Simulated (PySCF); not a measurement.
SMILES C[O] (CH₃O), doublet, B3LYP/def2-SVP optimised geometry. Atoms within 1.6 Å of the plane z = 0.8 Å (x, y, z in Å): C1 (-0.44, -0.25, 0.00), O2 (0.92, -0.25, 0.00), H3 (-0.92, -0.80, 0.83), H4 (-0.81, 0.80, 0.00).

Computed with unrestricted B3LYP/def2-TZVP (PySCF 2.14.0).

Map of the Laplacian of the electron density (e/bohr⁵), clipped to [-1.50, 1.50] on the plane z = 0.8 Å:

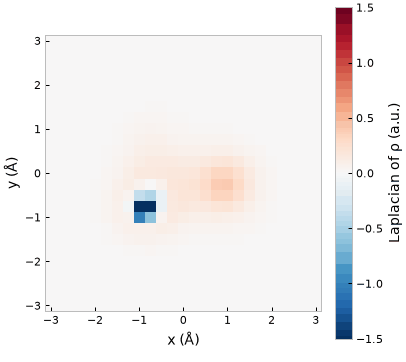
Figure. Laplacian of the electron density (e/bohr⁵), clipped to [-1.50, 1.50] on the plane z = 0.8 Å.
